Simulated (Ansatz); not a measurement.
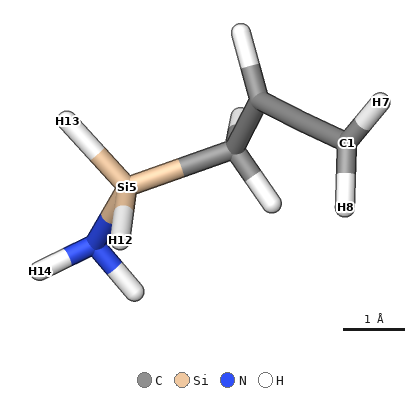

*The starting structure (stick view, seen at a tilt; atoms are numbered from 1 in the order of the input).*

**C$_{4}$H$_{9}$NSi: geometry relaxation (part 1 of 2)**

- system: C$_{4}$H$_{9}$NSi
- method: RKS B3LYP/STO-3G (Ansatz 0.2.0)

It belongs to a series of runs on one base structure; here: end point B relaxed. Figures and captions count atoms from 1; the log counts them from 0 in places.

**Log**
```
The last accepted step is kept in [file] (removed where the run ends without a failure and the disk answers)
Engine: ansatz 0.2.0, aarch64-unknown-linux-gnu
Functional definition: B3LYP
  parameter a0 = 0.2
  parameter ax = 0.72
  parameter ac = 0.81
  exchange = (1 - a0 - ax)*slater_x + ax*b88_x + a0*exact_x
  correlation = (1 - ac)*vwn_rpa_c + ac*lyp_c
626 factors; integrals over basis functions are off by at most 1.4e-5 eV
mean field evaluation 1: about -13493.8582 eV, gradient 2.3e1 eV
mean field evaluation 2: about -13494.2266 eV, gradient 2.1e1 eV
mean field evaluation 4: about -13495.5685 eV, gradient 1.8e0 eV
mean field evaluation 8: about -13495.4747 eV, gradient 7.7e-2 eV
mean field evaluation 16: about -13495.4747 eV, gradient 5.2e-6 eV
mean field -13495.47468493 eV, -495.9495471098 hartree, gradient 5.2e-6 eV, S^2 0.000000; 0 other end points of the search recorded, 0 dependent functions left out
the calculation of the forces begins
reference -13495.47492588 eV, -495.9495559647 hartree; 27, 27 occupied and 16, 16 virtual orbitals, 626 factors
relax step   1: F+E_penalty+E_count = -13495.47468493 eV  Δ(F+E_penalty+E_count) = +0.000e0 eV  max|allowed force component| = 3.603e0 eV/Å  Δτ_max = 0.0000 Å  (25 SCF iters, accepted)
these checks for a lower state are left out or cut short: starts, cluster_reference, orbital_swaps, neighbouring_geometries, increment
626 factors; integrals over basis functions are off by at most 1.5e-5 eV
mean field -13496.95796580 eV, -496.0040566764 hartree, gradient 1.8e-5 eV, S^2 0.000000; 0 other end points of the search recorded, 0 dependent functions left out
[... from here on the field's lines of each further geometry are left out, up to the last ...]
relax step   2: F+E_penalty+E_count = -13496.95796580 eV  Δ(F+E_penalty+E_count) = -1.483e0 eV  max|allowed force component| = 1.542e0 eV/Å  Δτ_max = 0.1988 Å  (27 SCF iters, accepted)
relax step   3: F+E_penalty+E_count = -13497.55014686 eV  Δ(F+E_penalty+E_count) = -5.922e-1 eV  max|allowed force component| = 1.110e0 eV/Å  Δτ_max = 0.1947 Å  (26 SCF iters, accepted)
relax step   4: F+E_penalty+E_count = -13497.91520493 eV  Δ(F+E_penalty+E_count) = -3.651e-1 eV  max|allowed force component| = 9.830e-1 eV/Å  Δτ_max = 0.1964 Å  (26 SCF iters, accepted)
relax step   5: F+E_penalty+E_count = -13498.08495619 eV  Δ(F+E_penalty+E_count) = -1.698e-1 eV  max|allowed force component| = 4.942e-1 eV/Å  Δτ_max = 0.2000 Å  (25 SCF iters, accepted)
relax step   6: F+E_penalty+E_count = -13498.13266374 eV  Δ(F+E_penalty+E_count) = -4.771e-2 eV  max|allowed force component| = 6.919e-1 eV/Å  Δτ_max = 0.2000 Å  (25 SCF iters, accepted)
relax step   7: F+E_penalty+E_count = -13498.14278918 eV  Δ(F+E_penalty+E_count) = -1.013e-2 eV  max|allowed force component| = 2.970e-1 eV/Å  Δτ_max = 0.1909 Å  (26 SCF iters, accepted)
relax step   8: F+E_penalty+E_count = -13498.15788157 eV  Δ(F+E_penalty+E_count) = -1.509e-2 eV  max|allowed force component| = 1.766e-1 eV/Å  Δτ_max = 0.0537 Å  (27 SCF iters, accepted)
relax step   9: F+E_penalty+E_count = -13498.15979847 eV  Δ(F+E_penalty+E_count) = -1.917e-3 eV  max|allowed force component| = 8.255e-2 eV/Å  Δτ_max = 0.0305 Å  (27 SCF iters, accepted)
relax step  10: F+E_penalty+E_count = -13498.16151439 eV  Δ(F+E_penalty+E_count) = -1.716e-3 eV  max|allowed force component| = 5.622e-2 eV/Å  Δτ_max = 0.0560 Å  (26 SCF iters, accepted)
relax step  11: F+E_penalty+E_count = -13498.16178887 eV  Δ(F+E_penalty+E_count) = -2.745e-4 eV  max|allowed force component| = 4.428e-2 eV/Å  Δτ_max = 0.0178 Å  (27 SCF iters, accepted)
relax step  12: F+E_penalty+E_count = -13498.16236138 eV  Δ(F+E_penalty+E_count) = -5.725e-4 eV  max|allowed force component| = 2.048e-2 eV/Å  Δτ_max = 0.0108 Å  (21 SCF iters, accepted)
relax step  13: F+E_penalty+E_count = -13498.16241145 eV  Δ(F+E_penalty+E_count) = -5.007e-5 eV  max|allowed force component| = 3.328e-2 eV/Å  Δτ_max = 0.0140 Å  (21 SCF iters, accepted)
relax step  14: F+E_penalty+E_count = -13498.16239176 eV  Δ(F+E_penalty+E_count) = +1.970e-5 eV  max|allowed force component| = 3.946e-2 eV/Å  Δτ_max = 0.0068 Å  (21 SCF iters, rejected (line search))
relax step  15: F+E_penalty+E_count = -13498.16251654 eV  Δ(F+E_penalty+E_count) = -1.051e-4 eV  max|allowed force component| = 1.624e-2 eV/Å  Δτ_max = 0.0033 Å  (21 SCF iters, accepted)
the calculation of the forces begins
reference -13498.16279802 eV, -496.0483334441 hartree; 27, 27 occupied and 16, 16 virtual orbitals, 626 factors
relax step  16: F+E_penalty+E_count = -13498.16255208 eV  Δ(F+E_penalty+E_count) = -3.554e-5 eV  max|allowed force component| = 5.400e-3 eV/Å  Δτ_max = 0.0096 Å  (21 SCF iters, accepted)
626 factors; integrals over basis functions are off by at most 1.6e-5 eV
mean field evaluation 128: about -13498.1626 eV, gradient 7.1e-3 eV
```

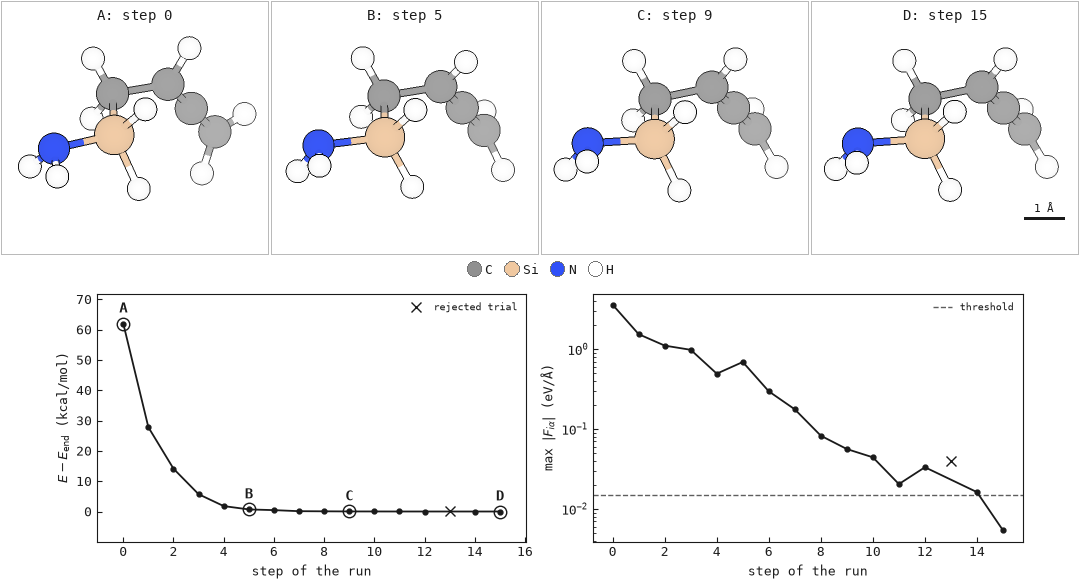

*Frames of the relaxation (ball-and-stick view, seen at a tilt) above the curves, on which the letters mark them (the first geometry is step 0 here and step 1 in the log).*

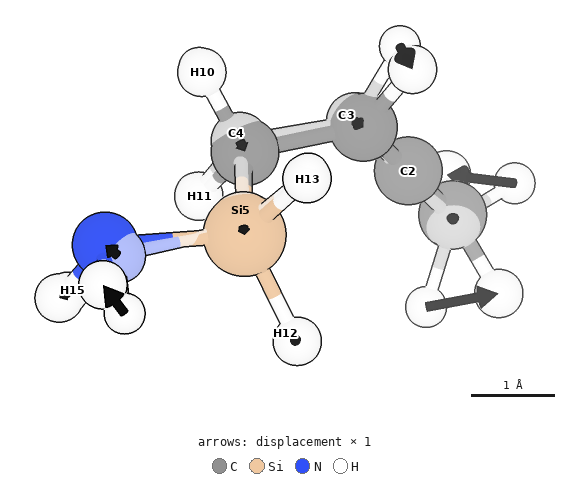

*Start (faint) and end (solid) with the displacements as black arrows, at true length (ball-and-stick view, seen at a tilt). The two geometries are laid on each other by the best rigid fit.*

Over 15 geometry steps the energy falls by 62.0 kcal/mol. Largest force component: 3.6 eV/Å at the start, 0.0054 eV/Å at the end. The line search rejected the trial step at point 13 (counted from 0) and went back. The largest move after the best rigid fit is that of H7, 0.98 Å. By element the largest moves are H 0.98 Å, N 0.21 Å, C 0.15 Å, Si 0.11 Å. Among the contacts that change: Si5–N6 1.699 → 1.780 Å, C4–H10 1.024 → 1.103 Å, Si5–H12 1.519 → 1.454 Å, C1–H7 1.035 → 1.100 Å. Among the angles that change: N6–Si5–H12 105.0° → 114.1°, C4–Si5–N6 115.6° → 108.1°, C2–C1–H8 114.7° → 122.2°. (Atoms are counted from 1 in the order of the input.)

```
mean field -13498.16255208 eV, -496.0483244057 hartree, gradient 1.4e-5 eV, S^2 0.000000; 1 other end points of the search recorded, 0 dependent functions left out
the calculation of the forces begins
reference -13498.16279802 eV, -496.0483334441 hartree; 27, 27 occupied and 16, 16 virtual orbitals, 626 factors
Total energy: -13498.16279802 eV, -496.0483334441 hartree
Atom 0 at    -0.350977    -3.036681    -0.050428 Å, force     0.000623     0.001569     0.001031 eV/Å
Atom 1 at     0.243546    -1.897696     0.220420 Å, force    -0.000269     0.000572    -0.002017 eV/Å
Atom 2 at     0.836024    -0.752081     0.484633 Å, force     0.000334    -0.001807     0.000739 eV/Å
Atom 3 at     1.008142     0.401977    -0.519110 Å, force    -0.001095    -0.002853     0.005400 eV/Å
Atom 4 at    -0.054937     1.903074    -0.075900 Å, force     0.000084     0.003712    -0.001394 eV/Å
Atom 5 at     0.361038     3.224505    -1.193198 Å, force     0.001085     0.000164    -0.001562 eV/Å
Atom 6 at     0.201030    -3.907901    -0.431896 Å, force     0.000524     0.000689    -0.000341 eV/Å
Atom 7 at    -1.431482    -3.181853     0.093926 Å, force     0.000115     0.000536     0.000488 eV/Å
Atom 8 at     1.239988    -0.575375     1.496050 Å, force     0.000245    -0.000102    -0.001501 eV/Å
Atom 9 at     2.067900     0.706473    -0.534119 Å, force     0.000978    -0.000730     0.000599 eV/Å
Atom 10 at     0.756703     0.046686    -1.529523 Å, force    -0.001443     0.001084    -0.002035 eV/Å
Atom 11 at    -1.452779     1.506152    -0.118407 Å, force    -0.000062    -0.000955    -0.000238 eV/Å
Atom 12 at     0.244504     2.365542     1.259999 Å, force     0.000034    -0.001214     0.000069 eV/Å
Atom 13 at    -0.153401     4.100316    -0.919730 Å, force    -0.001277    -0.000472     0.000215 eV/Å
Atom 14 at    -0.000339     3.015882    -2.158677 Å, force     0.000124    -0.000193     0.000547 eV/Å
Dipole moment:    -0.269611     0.113650    -0.063752 e Å
```

**Trajectory as extended XYZ (Å, eV, eV/Å), 15 of the 16 frames kept, from step=1 to step=16**
```
15
Properties=species:S:1:pos:R:3:forces:R:3 step=1 energy=-13495.47468
C    -0.4197   -2.9480   -0.0286   -2.1075   1.8004  -1.8893
C     0.2549   -1.8540    0.1772    0.0423  -1.0316  -0.4314
C     0.9487   -0.7888    0.3780    3.0216   2.3756   2.7017
C     1.1494    0.3983   -0.5451   -3.0290  -1.4375  -1.1322
Si    0.0448    1.8589   -0.0728   -2.1913  -1.1952   3.1047
N     0.1757    3.2287   -1.0687    1.1749   0.9650  -1.9377
H    -0.2060   -3.8456    0.4396    1.4373  -3.2030  -0.1619
H    -1.2776   -2.8401   -0.7209   -1.0621  -0.3581   1.5694
H     1.5829   -0.7355    1.3420   -2.2706   0.7752  -0.3946
H     2.1287    0.6974   -0.5658    3.6025   1.0557  -0.4183
H     0.7928    0.0797   -1.5373    0.5230   0.2082  -0.2952
H    -1.4132    1.4425   -0.1657    1.3771  -0.1139   0.3798
H     0.3042    2.3687    1.3105   -0.1662  -0.6612  -0.9649
H    -0.5652    3.9185   -0.8583   -0.3528   0.4081   0.1077
H     0.0145    2.9383   -2.0601    0.0009   0.4121  -0.2376
15
Properties=species:S:1:pos:R:3:forces:R:3 step=2 energy=-13496.95797
C    -0.4446   -2.9448   -0.0350   -0.3279   0.5500  -0.2880
C     0.2704   -1.8541    0.1759    0.1776  -0.5075  -0.1692
C     0.9905   -0.7721    0.3934    0.4801   0.2512   1.5418
C     1.1557    0.3979   -0.5704   -0.4735  -0.1519  -0.1933
Si    0.0151    1.8442   -0.0433   -0.5226  -0.7597   0.8381
N     0.1935    3.2205   -1.0864    0.6023   0.6812  -0.7602
H    -0.1034   -3.9383    0.2968    0.2787  -0.1836  -1.2114
H    -1.4073   -2.8240   -0.5824   -0.2693  -0.4368   1.3965
H     1.4473   -0.6420    1.4222   -1.2880   0.5044  -0.5668
H     2.1848    0.7249   -0.5942    0.8518   0.3725  -0.2943
H     0.8240    0.0832   -1.5692    0.3104   0.0067  -0.2191
H    -1.3828    1.4085   -0.1341    0.3457  -0.2620   0.3228
H     0.2978    2.3346    1.2993   -0.0748  -0.3171  -0.1699
H    -0.5440    3.9287   -0.8676   -0.0429   0.1385  -0.0185
H     0.0180    2.9517   -2.0809   -0.0475   0.1141  -0.2087
15
Properties=species:S:1:pos:R:3:forces:R:3 step=3 energy=-13497.55015
C    -0.4473   -2.9413   -0.0358    0.0628   0.0855  -0.1324
C     0.2702   -1.8511    0.1836    0.1924  -0.2169  -0.0440
C     0.9800   -0.7561    0.4164   -0.2486  -0.3118   0.7154
C     1.1654    0.3950   -0.5764   -0.1707   0.2337   0.0896
Si    0.0102    1.8341   -0.0440   -0.0030  -0.4546   0.0899
N     0.2129    3.2222   -1.1044    0.3378   0.4116  -0.2425
H    -0.0166   -3.9668    0.1249   -0.3339   0.7265  -0.9751
H    -1.4927   -2.8262   -0.4244    0.3864  -0.4864   1.1096
H     1.3468   -0.5817    1.4582   -0.6951   0.3111  -0.3550
H     2.2064    0.7368   -0.6005    0.2300   0.0980  -0.1419
H     0.8561    0.0734   -1.5808    0.2233  -0.0568  -0.1113
H    -1.3681    1.3763   -0.1085    0.0471  -0.2406   0.1959
H     0.2942    2.3067    1.2934   -0.0026  -0.1634   0.0263
H    -0.5235    3.9361   -0.8783    0.0375   0.0596  -0.0485
H     0.0210    2.9615   -2.0994   -0.0636   0.0045  -0.1759
15
Properties=species:S:1:pos:R:3:forces:R:3 step=4 energy=-13497.91520
C    -0.4276   -2.9415   -0.0602   -0.5661   0.1190   0.0847
C     0.2669   -1.8470    0.1818    0.2137  -0.0861  -0.0022
C     0.9411   -0.7380    0.4356   -0.2440  -0.2447   0.1369
C     1.1721    0.3954   -0.5762   -0.3107   0.2627   0.0702
Si    0.0158    1.8271   -0.0582   -0.0002  -0.2016  -0.0108
N     0.2321    3.2280   -1.1229    0.1819   0.1345  -0.0701
H     0.0401   -3.9548   -0.0457   -0.3510   0.5630  -0.5654
H    -1.5402   -2.8565   -0.2362    0.9830  -0.4495   0.5449
H     1.2353   -0.5245    1.4822   -0.2597   0.1124  -0.1182
H     2.2170    0.7363   -0.5907    0.1221  -0.0364   0.0159
H     0.8942    0.0598   -1.5872    0.1529  -0.0456   0.0113
H    -1.3550    1.3367   -0.0849    0.0850  -0.0911   0.0611
H     0.3055    2.2766    1.2871    0.0151  -0.0804  -0.0424
H    -0.4939    3.9504   -0.8842    0.0253   0.0520  -0.0347
H     0.0115    2.9709   -2.1163   -0.0474  -0.0081  -0.0812
15
Properties=species:S:1:pos:R:3:forces:R:3 step=5 energy=-13498.08496
C    -0.4087   -2.9550   -0.0733   -0.3266  -0.1553  -0.0204
C     0.2582   -1.8553    0.1853    0.1985   0.0684   0.0813
C     0.8939   -0.7363    0.4653   -0.1321   0.1506  -0.0348
C     1.1470    0.4037   -0.5451   -0.2211  -0.0527   0.1059
Si    0.0236    1.8502   -0.0651   -0.0520  -0.1079   0.0728
N     0.2573    3.2149   -1.1815   -0.0015   0.1085  -0.0440
H     0.0954   -3.9285   -0.2360   -0.2729   0.3099  -0.1722
H    -1.5206   -2.9297   -0.1185    0.4942  -0.2839   0.1410
H     1.1498   -0.5161    1.5181    0.0057  -0.0107  -0.0873
H     2.2030    0.7144   -0.5408    0.0494  -0.0375   0.0073
H     0.8850    0.0636   -1.5579    0.1582  -0.0656  -0.0138
H    -1.3424    1.3522   -0.0379    0.0084   0.0011  -0.0200
H     0.3465    2.3031    1.2683    0.0200   0.0717  -0.0187
H    -0.4071    3.9859   -0.9081    0.0617   0.0284  -0.0335
H    -0.0661    2.9518   -2.1488    0.0098  -0.0250   0.0363
```
